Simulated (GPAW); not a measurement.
Consider SnSe2 (P-3m1).

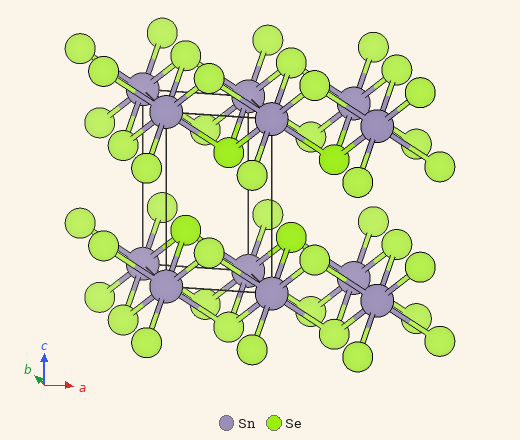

The structure (tin purple, selenium green). 2×1×1 cells are drawn. Some periodic images of atoms are drawn too.

```cif
data_structure
_symmetry_space_group_name_H-M 'P 1'
_symmetry_Int_Tables_number 1
_cell_length_a 3.8110
_cell_length_b 3.8110
_cell_length_c 6.1360
_cell_angle_alpha 90.000
_cell_angle_beta 90.000
_cell_angle_gamma 120.000
_cell_volume 77.18
loop_
_atom_site_label
_atom_site_type_symbol
_atom_site_fract_x
_atom_site_fract_y
_atom_site_fract_z
_atom_site_occupancy
Sn1 Sn 0.00000 0.00000 0.00000 1
Se2 Se 0.66667 0.33333 0.75100 1
Se3 Se 0.33333 0.66667 0.24900 1
```

Absorber: atom 2, with 3 Sn at 2.68 Å (pyramidal, site symmetry 3m). Method: GPAW, LDA, full core hole (charged cell), 9-atom cell with 6.6 Å between holes, 4×4×4 k points, dipole transitions, Gaussian full width 2.33 eV up to 4 eV, rising linearly to 3.5 eV at 25 eV.

**Question.** What does the Se K edge look like?

Main maxima up to 30 eV above the zero (height): 1.2 eV (1.02), 4.8 eV (1.66), 9.2 eV (1.21) and 26.4 eV (1.22). A K edge sees empty p states on the absorber. 

The Se K spectrum (energy from the lowest empty level; intensity scaled to a mean of 1 over the first 20 eV; polarised curves are means over the symmetry-equivalent atoms):

```tsv
E (eV)	isotropic	ε ⊥ c	ε ∥ c
-2.0	0.02	0.02	0.01
-0.5	0.37	0.45	0.21
1.0	1.02	1.18	0.70
2.5	0.80	0.78	0.85
4.0	1.48	1.52	1.39
5.5	1.46	1.50	1.38
7.0	0.89	0.87	0.91
8.5	1.14	1.11	1.19
10.0	1.12	1.11	1.16
11.5	0.83	0.80	0.88
13.0	0.75	0.71	0.83
14.5	0.84	0.86	0.80
16.0	0.88	0.91	0.83
17.5	0.90	0.90	0.91
19.0	0.96	0.95	0.97
20.5	1.06	1.06	1.04
22.0	1.11	1.13	1.07
23.5	1.12	1.14	1.08
25.0	1.18	1.18	1.17
26.5	1.22	1.22	1.22
28.0	1.15	1.14	1.18
29.5	1.05	1.00	1.15
31.0	1.03	0.99	1.11
```

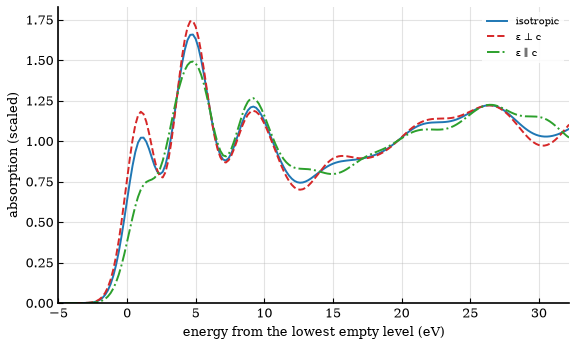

The Se K edge.

The script folds with a Gaussian, whereas the core hole's own line is a Lorentzian, so the onset is too steep and the first peak too high. Lifetime broadening is put in by hand, and intensities beyond about 20 eV depend on it and on the partial waves. The structure is a published determination, not relaxed.

[Banner, clock and machine lines of the logs are left out without a mark of their own.]

[Logs are printed without paths, hosts, clocks, repeated set-up lines and the standing remarks that a program may print on its own settings, such as how far it seeks lower states.]

[Hosts, paths, dates, database ids (printed as entryN), source tags and the programs' standing remarks are cut or masked in the printed files.]

[Lists of maxima count a maximum above −3 eV only where it reaches 4 % of the highest in the window and stands out from its surroundings by 2 % of it (1.5 % where it reaches 55 %); shoulders and weaker maxima are passed over, and of the rest the first, up to two pre-edge ones and the few strongest are named.]
